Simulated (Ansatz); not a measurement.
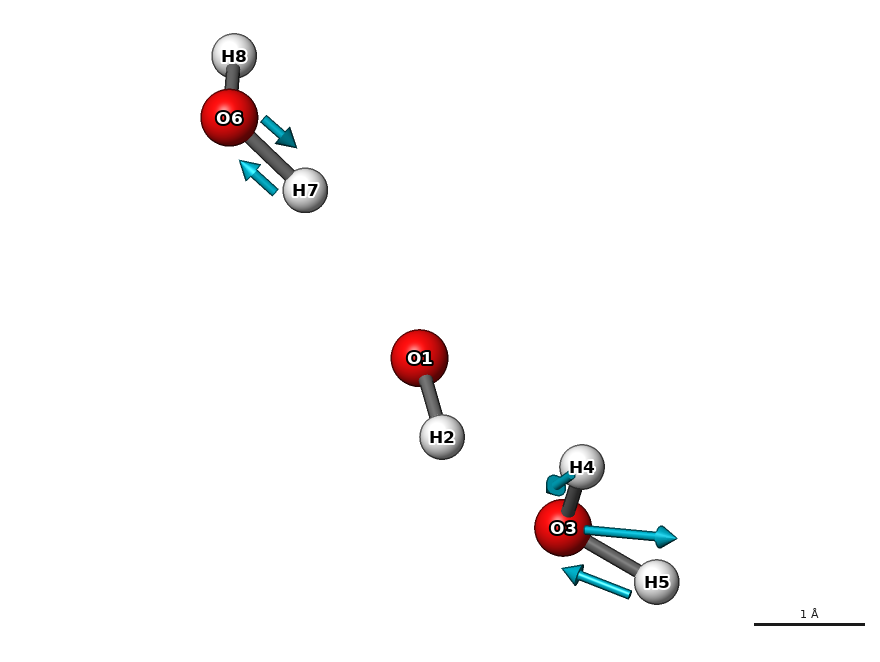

Arrows show the forces on the atoms, 0.3 Å of arrow for 1 eV/Å; forces under a tenth of the largest aren't drawn. State: neutral, doublet. Level of theory: UHF/def2-SVP (Ansatz).

**On which atom is the force largest, and how large is it?**

On O3: 3.26 eV/Å.

**Along which bond is the force strongest?**

O3–H5, now 0.992 Å: the forces pull its atoms together, so a first step downhill shortens it.

List the force components in the frame of the picture (x right, y up, z towards the viewer), in eV/Å.

| atom | Fx | Fy | Fz |
| --- | --- | --- | --- |
| O1 | −0.04 | 0.03 | −0.11 |
| H2 | 0.17 | −0.08 | 0.13 |
| O3 | 2.82 | −0.26 | 1.61 |
| H4 | −0.78 | −0.56 | −1.17 |
| H5 | −2.11 | 0.83 | −0.46 |
| O6 | 1.04 | −0.92 | −0.07 |
| H7 | −1.13 | 1.02 | 0.08 |
| H8 | 0.02 | −0.05 | −0.02 |
